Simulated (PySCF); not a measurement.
```xyz
18

C    -2.0984   -0.4325   -1.0878
C    -2.0851   -0.7017    0.4085
O    -0.7985   -0.9783    0.9008
Si    0.5345   -0.0622    0.9049
O     0.1424    1.4764    1.2605
O     1.4990   -0.6488    2.0757
C     1.4593   -0.1248   -0.7458
C     2.7138   -0.5228   -0.8443
Cl    3.5823   -0.5856   -2.3347
H    -1.6285   -1.2568   -1.6184
H    -3.1223   -0.3233   -1.4344
H    -1.5516    0.4820   -1.3001
H    -2.4905    0.1625    0.9447
H    -2.6917   -1.5827    0.6425
H     0.8128    2.0755    1.5774
H     1.4578   -1.5762    2.2890
H     0.9502    0.1798   -1.6499
H     3.3056   -0.8391   -0.0004
```

Geometry: GFN2-xTB.

All numbers below come from PBE0/pcSseg-1, SCF density, gas phase, non-relativistic in PySCF.

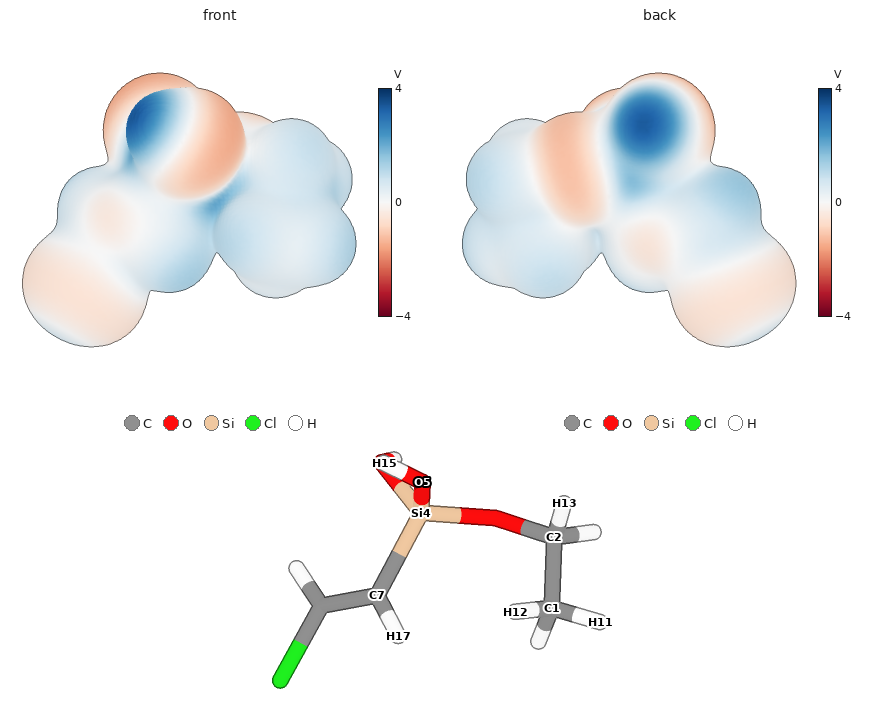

C₄H₉ClO₃Si (SMILES CCO[Si](O)(O)/C=C/Cl). The electrostatic potential painted on the density surface at 0.004 e/bohr³, seen from the front and from behind; red is negative and blue positive. The bare structure is drawn below in the same view.

Question: Where is the surface potential most negative and most positive?

Answer: The most negative region (about −1.4 V) lies over O5 and O6, the most positive (about +3.3 V) over H15 and H16. Cl9 shows a σ-hole: about +0.7 V at the tip opposite its bond, against about −0.5 V on its flanks.

Question: How polar is the molecule by this calculation?

Answer: Its dipole moment is 1.34 D.
